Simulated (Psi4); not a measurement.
Field calculation, with input and output: CH3NaS

CH3NaS, set up with B97-1/cc-pVDZ, RKS, in an applied electric field (Psi4 1.11).

The geometry comes from this level: PBE0-D4/def2-TZVP.

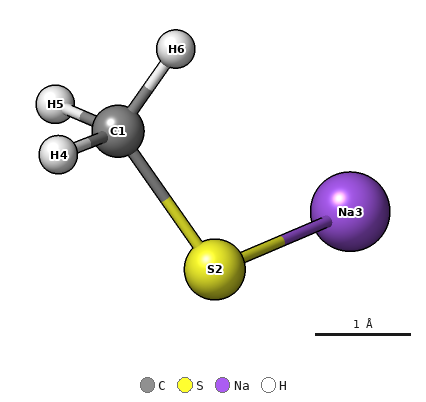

**Figure 1.** The structure (ball-and-stick view, seen at a tilt; atoms are numbered from 1 in the order of the input). Sticks mark near contacts.

Input file (input.in):
```
memory 1.6 GB

molecule molecule1 {
  0 1
  C     -0.413100     0.331700    -0.391900
  S     -0.168900    -1.222400     0.527100
  Na     2.035300    -1.083000     1.651500
  H     -1.385700     0.292700    -0.886900
  H      0.344900     0.476700    -1.165000
  H     -0.412500     1.204300     0.265200
  units angstrom
  symmetry c2v
  no_reorient
  no_com
}

set globals {
  basis cc-pVDZ
  reference rks
  scf_type df
  perturb_h true
  perturb_with dipole
  perturb_dipole [0.0, 0.002, 0.0]
}

E, wfn = energy("b97-1", return_wfn=True)
print_variables()
```

Hardware: 1 thread of Intel Xeon (Granite Rapids), 128 GiB of memory available, shared host.

Launch command:
```bash
psi4 -n 1 input.in input.out
```

What the program printed:
```
Psi4 1.11 release

RuntimeError:
Fatal Error: User specified point group (C2v(Z)) is not a subgroup of the highest detected point group (C1). If this is because the symmetry increased, try to start the calculation again from the last geometry, after checking any symmetry-dependent input, such as DOCC.

Printing out the relevant lines from the Psithon --> Python processed input file:
    from psi4.driver.wrapper_database import database, db, DB_RGT, DB_RXN
    from psi4.driver.wrapper_autofrag import auto_fragments
    psi4_io = core.IOManager.shared_object()
    core.set_memory_bytes(1600000000)

--> molecule1 = geometry("""
      0 1
      C     -0.413100     0.331700    -0.391900
      S     -0.168900    -1.222400     0.527100
      Na     2.035300    -1.083000     1.651500
      H     -1.385700     0.292700    -0.886900

!----------------------------------------------------------------------------------!
!                                                                                  !
! Fatal Error: User specified point group (C2v(Z)) is not a subgroup of the        !
!     highest detected point group (C1). If this is because the symmetry           !
!     increased, try to start the calculation again from the last geometry, after  !
!     checking any symmetry-dependent input, such as DOCC.                         !
!                                                                                  !
!----------------------------------------------------------------------------------!

    Psi4 run time: 0:00:00.00
```

What the run reported:

```json
{"quantity": "outcome", "value": "refused by the program"}
```

Diagnosis:

Some settings of this run were drawn to be unusual or wrong (symmetry set to c2v (from c1)). The program refused the input: “Fatal Error: User specified point group (C2v(Z)) is not a subgroup of the highest detected point group (C1). If this is because the symmetry increased, try to start the calculation again from the last geometry, after”
